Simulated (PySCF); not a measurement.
# C4H2ClF3O: the cost of one run

Programs: PySCF 2.14.0, with routines of our own; each step states its level. All values are computed. Atoms count from 0.

## 1. The system as given

11 atoms, charge 0, multiplicity 1; geometry from: GFN2-xTB.

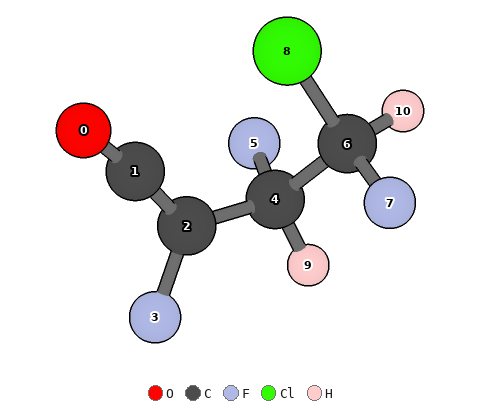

The starting geometry (oxygen red, carbon dark grey, fluorine light blue, chlorine green, hydrogen pink).

## 2. Magnetic properties: GIAO PBE/pcSseg-1

What the job is given:

```
{"job": {"kind": "mag", "xc": "PBE", "basis": "pcSseg-1", "isotopologues": 0}, "charge": 0, "multiplicity": 1}
O      2.290612     1.275000    -1.311758
C      1.680620     0.526440    -0.675115
C      1.112654    -0.404507     0.057910
F      1.837442    -1.540645     0.303061
C     -0.228734    -0.365756     0.714659
F     -0.220065     0.441599     1.836307
C     -1.332704     0.165089    -0.204815
F     -1.640179    -0.763057    -1.139325
Cl    -0.772064     1.644306    -1.024251
H     -0.479037    -1.378471     1.059494
H     -2.243121     0.402673     0.357870
```

With the program's defaults for keys left out, this is: GIAO PBE/pcSseg-1 magnetisability, rotational g tensor and spin-rotation constants, non-relativistic, gas phase.

On the command line:

```bash
OMP_NUM_THREADS=1 python excited_run.py task.json out
```

This one command runs all jobs of the session in turn.

Q: Estimate the wall time and peak memory of this first job on 1 thread of Arm Neoverse V1, shared host.

About 48 s, with a peak of 0.63 GiB.
